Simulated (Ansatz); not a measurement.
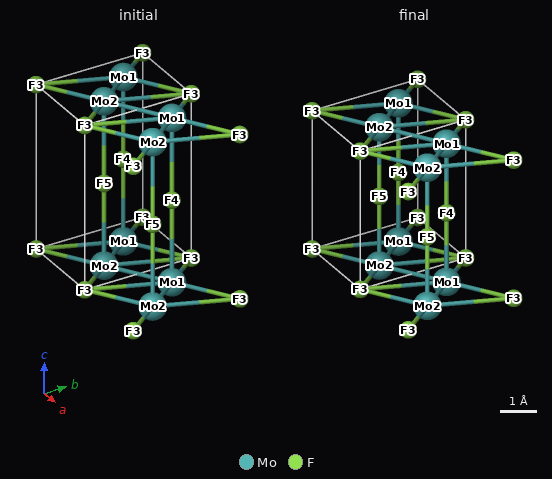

The structure of solid Mo2F3 (a generated structure, set up in P6/mmm) (coarse preliminary run) before (left) and after (right) a relaxation, at one scale.

The picture is a ball-and-stick view of the cell of the calculation, repeated 2 × 1 × 1 with one cell outlined, seen slightly off an axis.

The calculation used DFT PBE, scalar-relativistic, plane waves, PAW (Ansatz). Set-up: plane-wave cutoff 420 eV; k-point mesh 6 × 6 × 4; occupations gaussian; smearing width 0.1 eV; collinear spin; cell and atoms relaxed; force threshold 0.04 eV/Å; at most 70 steps.

What changed between the two?

Answer. The atoms keep their places relative to the cell (all moves are under 0.005 Å). Cell: a = b 4.499 → 4.451 Å (−1.1 %), c 4.837 → 4.068 Å (−15.9 %). Volume −17.7 %. Near-neighbour distances that change, for instance: Mo1–F4 2.418 → 2.034 Å, Mo1–F3 2.597 → 2.570 Å, Mo1–Mo2 2.597 → 2.570 Å. The space group stays P6/mmm (No. 191). After 4 accepted moves (5 points after the start) the energy has fallen by 469 meV per atom. All forces vanish by symmetry, so only the cell relaxes. Pressure: −17.66 GPa at the start and −0.18 GPa at the end. At 1 point the geometry stayed and the basis and grid were re-selected for the new cell (energy shift of 2.5 meV per atom at most each time). The program noted that the starting moments weren't kept. The run took 50 s on 1 thread of Intel(R) Xeon(R) Platinum 8488C (Sapphire Rapids), on a shared host, peak memory 0.47 GiB.
